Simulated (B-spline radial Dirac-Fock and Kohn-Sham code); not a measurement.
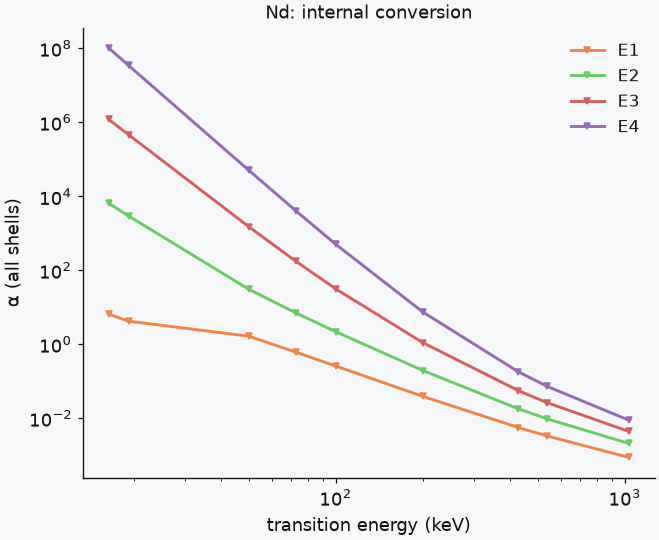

Total internal conversion coefficients against transition energy, at the marked points and joined by straight lines (also across edges). The total sums all shells and leaves out internal pair formation. System: neodymium (Z = 60). Computed with a B-spline radial code: a Dirac–Hartree–Slater potential of the neutral atom, no hole, surface-current nucleus.

What can be read from it?

E1 goes from 6.60 at 16.4 keV to 8.89 × 10⁻⁴ at 1030 keV; E2 goes from 6540 at 16.4 keV to 0.00212 at 1030 keV; E3 goes from 1.21 × 10⁶ at 16.4 keV to 0.00446 at 1030 keV; E4 goes from 1.03 × 10⁸ at 16.4 keV to 0.00900 at 1030 keV.
